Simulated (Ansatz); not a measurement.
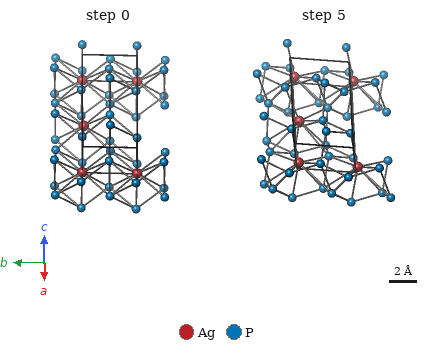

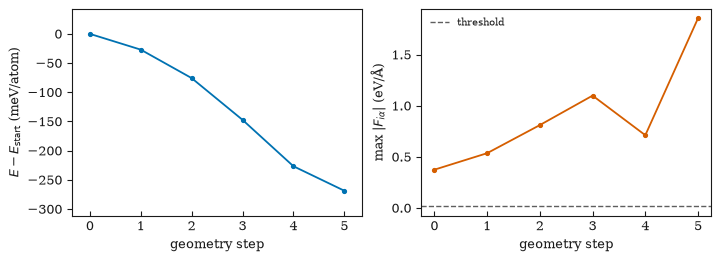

First and last geometry of a relaxation of a crystal of AgP$_{3}$ (built on the Cu3Au (L1_2)_221 type) (coarse preliminary run), with the history of the run. A ball-and-stick model of the cell of the calculation, seen from a free direction.

Method: Ansatz 0.2.0, DFT PBE, scalar-relativistic, plane waves, PAW.

The input:
```yaml
crystal:
  lattice:
    - [4.0288021162, -0.0224268375, 0.0192355517]
    - [-0.0224268375, 4.1153341698, 0.0371833662]
    - [0.0384711034, 0.0743667324, 7.9468086511]
  atoms:
    - { symbol: Ag, position: [0.9728030769, -0.0220757615, 0.5013239066] }
    - { symbol: Ag, position: [-0.011978145, 0.0015811996, 0.0013608218] }
    - { symbol: P, position: [0.0207769981, 0.489290186, 0.2471398641] }
    - { symbol: P, position: [0.003948926, 0.4971449375, 0.7518770747] }
    - { symbol: P, position: [0.5077044664, 0.0025853438, 0.2522338933] }
    - { symbol: P, position: [0.5028098884, 0.0218307012, 0.7592352927] }
    - { symbol: P, position: [0.5010726725, 0.511633165, -0.0078851511] }
    - { symbol: P, position: [0.5028621166, 0.4980102284, 0.494714298] }
basis:
  ecutwfc: 420
kpoints:
  mp_grid: { grid: [6, 6, 4] }
hamiltonian:
  xc: pbe
scf:
  occupations: { method: gaussian, width: 0.1 }
output:
  forces: true
  stress: true
  eigenvalues: true
relax:
  adjacent_minimum: "off"
  f_tol: 0.015
  max_steps: 120
  cell: { stress_tol: 0.15 }
```

Run as
```bash
ansatz run input.yaml --threads 1 --pin off --max-ram 2560MiB --backend cpu --events-out ev --progress --plain --runs-dir out
```

Question: Read the history and describe the run.

Answer: The run was cut off at its time limit before the relaxation converged, so the last structure is only a point on the way. P3 moves most relative to the cell: 0.70 Å roughly along [3 −1 −1]. Largest moves by element: P 0.70 Å, Ag 0.42 Å. The drawn cell changes as follows: a 4.029 → 4.182 Å (+3.8 %), b 4.116 → 4.448 Å (+8.1 %), c 7.947 → 7.628 Å (−4.0 %), α 88.9° → 84.7°, β 89.5° → 84.2°, γ 90.6° → 95.8°; the volume changes by +6.0 %. Among the contacts that change: P3–P5 2.972 → 4.181 Å, P4–P6 2.973 → 4.059 Å, P3–P7 2.929 → 3.990 Å, P4–P8 2.886 → 3.743 Å. New bonds form: P3–P8 (2.78 → 2.06 Å). Among the angles between lasting bonds that change: Ag1–P6–Ag2 173.0° → 147.7°, Ag1–P4–Ag2 176.0° → 157.6°, Ag1–P5–Ag2 176.1° → 159.1°. The space group stays P1 (No. 1). After 5 geometry steps the energy has fallen by 269 meV per atom. The largest force component goes from 0.37 to 1.9 eV/Å. The pressure goes from −0.46 to 2.20 GPa. Cost: 5.9 min on 1 thread of Arm Neoverse V1, with other jobs on the host, peak memory 0.55 GiB.

```csv
step,"E − E(0), meV/atom","largest force component, eV/Å","pressure, GPa","volume, Å³/atom"
0,0.00,0.3742,-0.46,16.467
1,-27.04,0.5356,-0.42,16.458
2,-75.76,0.8106,-1.44,16.768
3,-147.28,1.0990,-2.44,17.199
4,-226.71,0.7116,-0.42,17.266
5,-268.67,1.8565,2.20,17.459
```
